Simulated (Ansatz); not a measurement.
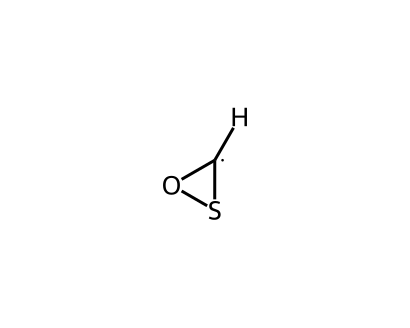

2D structure. State: neutral, doublet.

> Give its SMILES.

[CH]1OS1

> What is the molecular formula?

CHOS.

> An optimisation with PBE0-D4/def2-TZVP gave a structure of which point group?

C1.

The parts below concern this one geometry. Atoms keep their numbers from picture to picture. The geometry was computed by an optimisation with PBE0-D4/def2-TZVP. No frequency run is at hand to confirm it as a minimum.

Shape

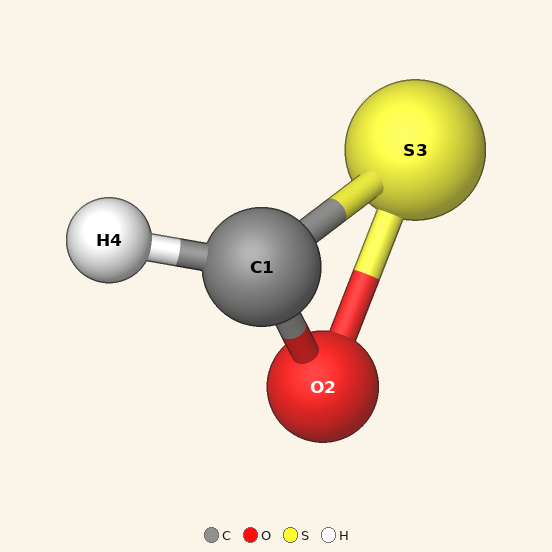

Atoms carry their numbers in the input. No frequency run is at hand to confirm it as a minimum.

Give these bond angles: O2–C1–S3, O2–C1–H4, S3–C1–H4, C1–O2–S3, C1–S3–O2.

| angle | degrees |
| --- | --- |
| O2–C1–S3 | 69.4 |
| O2–C1–H4 | 122.1 |
| S3–C1–H4 | 128.6 |
| C1–O2–S3 | 65.7 |
| C1–S3–O2 | 45.0 |

Electronic properties

No frequency run is at hand to confirm it as a minimum. Method: UHF-CCSD(T), frozen core/def2-TZVPP (Ansatz 0.2.0).

Predict the main results.

- ⟨S²⟩ of the determinant: 0.799
- T1 diagnostic: 0.027

Dipole moment

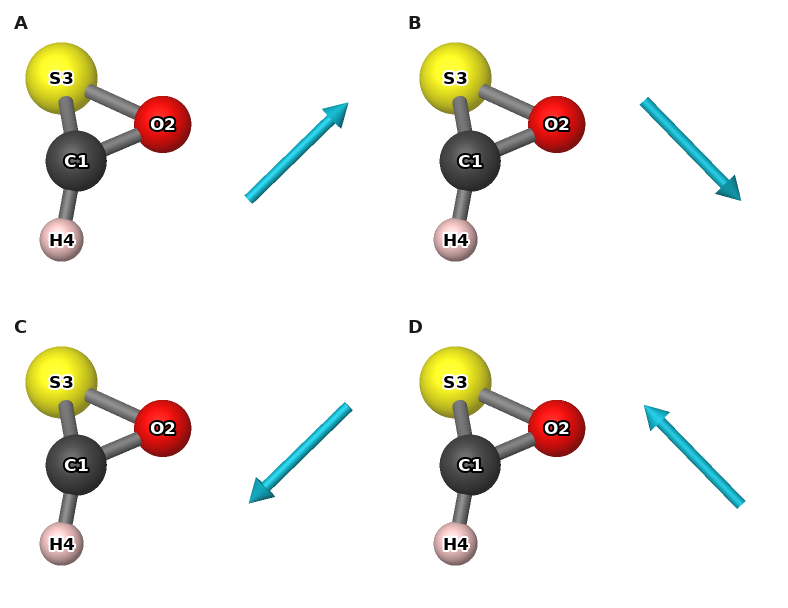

The same molecule four times, each with an arrow. No frequency run is at hand to confirm it as a minimum. Level of theory: UKS PBE0-D4/def2-TZVP (Ansatz 0.2.0).

> Which arrow points along the dipole moment, from the negative to the positive end?

C. The dipole moment is 1.42 D; it points from the side of O2 to the side of H4 (the outermost atoms at the two ends).

Charges

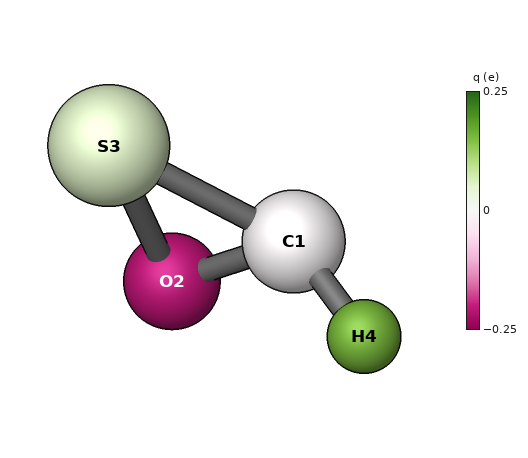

Atoms are coloured by their Mulliken charges. No frequency run is at hand to confirm it as a minimum. Level of theory: UKS PBE0-D4/def2-TZVP (Ansatz 0.2.0).

> Which atom carries the highest charge (most positive or least negative)?

H4 (0.16 e).

> And the lowest?

O2 (−0.20 e).

List the Mulliken charges.

```csv
atom,value (e)
C1,−0.01
O2,−0.20
S3,0.05
H4,0.16
```

Mulliken values depend strongly on the basis set and can even reverse the polarity of a bond.
